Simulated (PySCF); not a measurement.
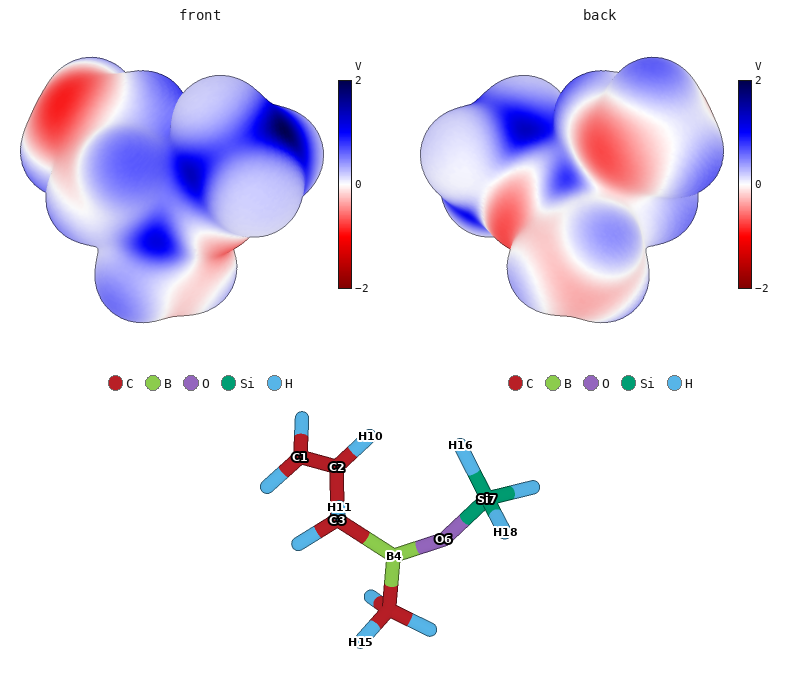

Figure. C4H11BOSi (SMILES C=CCB(C)O[SiH3]). The molecular electrostatic potential painted on the density surface at 0.002 e/bohr³, seen from the front and from behind; the colour scale runs from red (negative) to blue (positive). The bare structure is drawn below in the same view.

Geometry: GFN2-xTB.

Level of theory: PBE0/pcSseg-1, SCF density, gas phase, non-relativistic in PySCF 2.14.0.

```csv
atom,x (Å),y (Å),z (Å)
C,-2.7601,0.5219,0.0690
C,-1.5688,0.3675,0.6192
C,-0.7167,-0.8546,0.4831
B,0.5551,-0.4919,-0.4351
C,0.5816,-0.9246,-1.9639
O,1.5566,0.2047,0.0759
Si,2.3324,1.0270,1.2243
H,-3.2215,-0.2617,-0.5096
H,-3.3276,1.4308,0.1776
H,-1.1276,1.1742,1.1918
H,-0.3755,-1.1541,1.4768
H,-1.3100,-1.6667,0.0638
H,-0.2720,-0.4971,-2.4869
H,1.4838,-0.6046,-2.4781
H,0.4988,-2.0042,-2.0720
H,1.4838,1.2948,2.3904
H,2.7209,2.2745,0.5698
H,3.4581,0.1704,1.5923
```

> Where is the surface potential most negative and most positive?

The most negative region (about −0.8 V) lies over the π face of C1 and C2, the most positive (about +1.8 V) over Si7.

> What dipole moment does the calculation give?

Its dipole moment is 0.86 D.
